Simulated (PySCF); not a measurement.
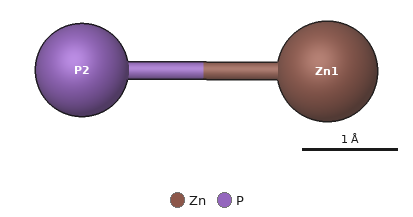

Figure 1. The input geometry of the first run (ball-and-stick view, seen on its broad side; atoms are numbered from 1 in the order of the input). Sticks mark near contacts.

# ZnP: one change and its effect

System: ZnP, multiplicity 4.
Method of the first run: UKS-lda,vwn/minao (PySCF 2.14.0).

Text and figures count atoms from 1; the logs count them from 0 in places.

The input, the first run:
```python
from pyscf import gto, dft

mol = gto.M(
    atom='Zn 0 0 0; P 0 0 2.593',
    basis='minao',
    charge=0,
    spin=3,
    symmetry=True,
    verbose=3,
)
mf = dft.UKS(mol, xc='lda,vwn')
mf.kernel()
mf.dip_moment()
print('orbital energies (hartree):', [e[max(0, n-3):n+3].round(4) for e, n in zip(mf.mo_energy, mol.nelec)])
```

Launched with:
```bash
python input.py
```

Hardware: 1 CPU thread, shared host.

Output (the first run):
```
converged SCF energy = -2116.49608836802  <S^2> = 3.75  2S+1 = 4
Dipole moment(X, Y, Z, Debye):  0.00000,  0.00000, -1.89512
orbital energies (hartree): [array([-0.2098, -0.2098, -0.1648]), array([-0.3835, -0.382 , -0.2503, -0.1323, -0.1323, -0.1103])]
```

For the second run the input was changed thus:
```diff
-mf = dft.UKS(mol, xc='lda,vwn')
+mf = dft.UKS(mol, xc='b3lyp5')
```

How does the second run compare with the first run?

The total energies belong to different methods, so their difference says nothing on which is more stable or more accurate. The dipole moment goes from 1.90 to 1.84 D. The functional changes from lda,vwn to b3lyp5.

Output (the second run):
```
converged SCF energy = -2120.55855918918  <S^2> = 3.75  2S+1 = 4
Dipole moment(X, Y, Z, Debye):  0.00000,  0.00000, -1.83891
orbital energies (hartree): [array([-0.2406, -0.2406, -0.1855]), array([-0.4695, -0.4565, -0.2593, -0.0945, -0.0945, -0.0783])]
```

The two runs side by side:

```csv
quantity,the first run,the second run
outcome,converged,converged
SCF energy (hartree),−2116.496088,−2120.558559
dipole moment (D),1.90,1.84
⟨S²⟩,3.750,3.750
wall time (shared host),2.8 s,3.8 s
```
